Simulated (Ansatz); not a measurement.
# Fields on a plane of ZrN (rock salt)

```
CELL_PARAMETERS angstrom
      0.00000     2.29761     2.29761
      2.29761     0.00000     2.29761
      2.29761     2.29761     0.00000
ATOMIC_POSITIONS crystal
  N  0.00000 0.00000 0.00000
  Zr 0.50000 0.50000 0.50000
```

The slice is a {110} plane (indices of the conventional cell) through the point (0.500, 0.500, 0.500) (fractional), spanned by u = [100] and v = [1 -1 -1] in vectors of this cell: u (3.25 Å) and v (4.60 Å, at 90° to u). It covers one period; positions are fractions (u, v).

Atoms on it: N at (0.00, 0.50); Zr at (0.00, 0.00).

The numbers are results of PBE (plane waves to 420 eV, PAW, scalar-relativistic; Ansatz, a program for electronic structure), not measurements. k mesh 17×17×17. Inside the PAW spheres the values are not all-electron values, and peaks at nuclei hang on which shells count as valence. The PAW data are Ansatz's earlier set. ZrN is run without spin polarisation. ZrN was relaxed with its symmetry unable to fall.

```
|xxxxxx@@@@##--              --##@@@@xxxx|
|xxxxxx@@@@**::              ::**@@@@xxxx|
|xx@@@@@@%%++..              ..++%%@@@@@@|
|@@@@@@%%++::                  ::++%%@@@@|
|****++==::          ..          ::==++**|
|::....            ......            ....|
|                ..........              |
|----------::::..............::::--------|
|%%%%%%##**++--::..........::--++**##%%%%|
|@@@@@@@@%%##++--....  ....--++##%%@@@@@@|
|xx@@@@@@@@%%**--....  ....--**%%@@@@@@@@|
|xxxxxx@@@@@@##==::      ::==##@@@@@@xxxx|
|xxxxxx@@@@@@##==::      ::==##@@@@@@xxxx|
|xxxxxxxx@@@@##==::      ::==##@@@@xxxxxx|
|xxxxxx@@@@@@##==::      ::==##@@@@@@xxxx|
|xxxxxx@@@@@@##==::      ::==##@@@@@@xxxx|
|xx@@@@@@@@%%**--....  ....--**%%@@@@@@@@|
|@@@@@@@@%%##++--....  ....--++##%%@@@@@@|
|%%%%%%##**++--::..........::--++**##%%%%|
|----------::::..............::::--------|
|                ..........              |
|::....            ......            ....|
|****++==::          ..          ::==++**|
|@@@@@@%%++::                  ::++%%@@@@|
|xx@@@@@@%%++..              ..++%%@@@@@@|
|xxxxxx@@@@**::              ::**@@@@xxxx|
|xxxxxx@@@@##--              --##@@@@xxxx|
|xxxxxxxx@@%%--              --%%@@xxxxxx|
```
Scale: ten equal steps from 0.10 (start of ' ') to 0.81 (end of '@'), in the order ' .:-=+*#%@'. Values: electron localisation function (ELF). The map has 20 points along u (two characters each, u = 0 at the left) and 28 along v (v = 0 in the bottom row). Points within 0.5 Å of a nucleus are blanked (x), as the pseudised field means little there.

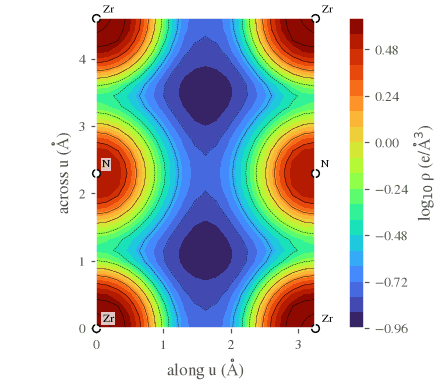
*Log₁₀ of the valence density in e/Å³, one period of the plane, atoms marked. The scale is logarithmic, as a density can span decades between atoms and voids.*

The density on the N–Zr line (2.30 Å) at its density minimum, 1.1 Å from N is 0.44 e/Å³ and the ELF at that point is 0.2.
